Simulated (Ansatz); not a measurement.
System: H4Sn···HCl.

Input file:

```
crystal:
  periodic: [false, false, false]
  atoms:
    - { symbol: Sn, position_ang: [0.202338, 0.0, -0.076792] }
    - { symbol: H, position_ang: [0.13393, 0.0, 1.656208] }
    - { symbol: H, position_ang: [1.847849, 0.0, -0.533052] }
    - { symbol: H, position_ang: [-0.553705, 1.403678, -0.674355] }
    - { symbol: H, position_ang: [-0.553705, -1.403678, -0.674355] }
    - { symbol: Cl, position_ang: [-2.984961, 0.0, 1.625286] }
    - { symbol: H, position_ang: [-1.697446, 0.0, 1.97496] }
basis:
  gaussian: { orbitals: def2-SVP }
hamiltonian:
  xc: pbe0
  dispersion: d4
relax:
  f_tol: 0.03
  max_steps: 50
output:
  orbitals: {}
```

Run with:

```sh
ansatz run input.yaml --threads 2 --pin off --max-ram 3072MiB --backend cpu --events-out ev --progress --plain --runs-dir out
```

The fields are those of the run's last geometry, not of the input's.

Core potentials replace the inner electrons of Sn.

Method: RKS PBE0-D4/def2-SVP (Ansatz).

Q: What can the converged electron density and electron localisation function tell about the bonding?

A: Sn1···Cl6 (3.84 Å): the density falls to about 0.03 e/Å³ on the way; the ELF dips to about 0 between them (a weak contact between the two molecules).
Cl–H (1.29 Å): ρ at the midpoint is about 1.9 e/Å³; the ELF climbs to about 1 towards the hydrogen, as it does in any bond to H.
Sn–H (1.72 Å): ρ is about 1.1 e/Å³ halfway; the ELF climbs to about 1 towards the hydrogen.

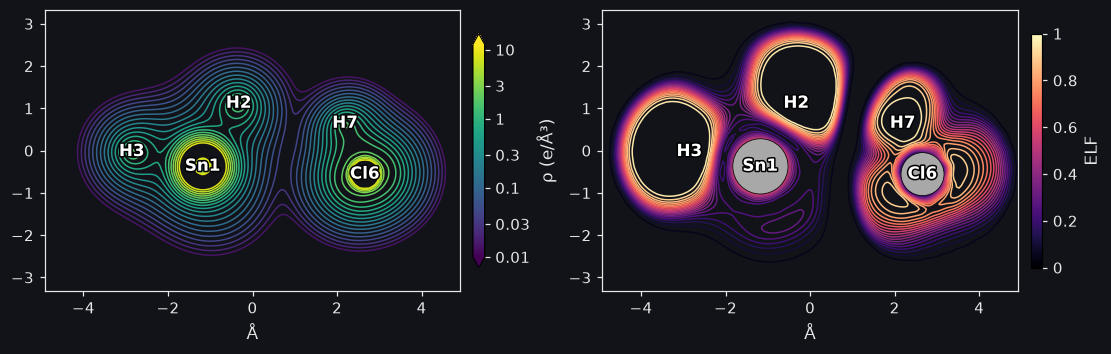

Computed electron density and electron localisation function on the plane of atoms H2, Sn1 and H3, in this order. Grey discs cover the atomic cores in the ELF map. 
